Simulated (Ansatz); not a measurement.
Bond stretch in SeAl (cation, charge +1), lowest triplet found (which spin is the ground state isn't settled by this scan).

- UCCSD(T) = CCSD(T) on UHF/cc-pVDZ, cores with 3d frozen in Ansatz (an electronic-structure program)
- UCCSDT(Q) = CCSDT(Q) on UHF/cc-pVDZ, cores with 3d frozen (Ansatz)
- UKS-B3LYP = unrestricted B3LYP/cc-pVDZ run with Ansatz

Energies are in eV, each relative to the lowest point of its own curve between 2.75 and 3.54 Å, where full CI is lowest.

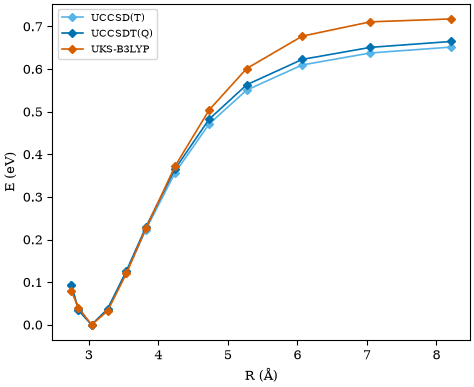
Energy against bond length for each method.

```tsv
R / Å	UCCSD(T)	UCCSDT(Q)	UKS-B3LYP
2.75	0.094	0.093	0.079
2.85	0.035	0.034	0.040
3.04	0.000	0.000	0.000
3.27	0.036	0.037	0.032
3.54	0.123	0.126	0.120
3.82	0.223	0.229	0.226
4.24	0.357	0.366	0.372
4.73	0.471	0.482	0.504
5.27	0.551	0.563	0.601
6.07	0.610	0.623	0.677
7.05	0.638	0.651	0.711
8.21	0.652	0.665	0.718
```

At the longest distance, 8.21 Å, UKS-B3LYP lies highest above its minimum (0.718 eV) and UCCSD(T) lowest (0.652 eV).

The scan ran from 1.74 to 8.21 Å; beyond the distances shown full CI changes its symmetry label.
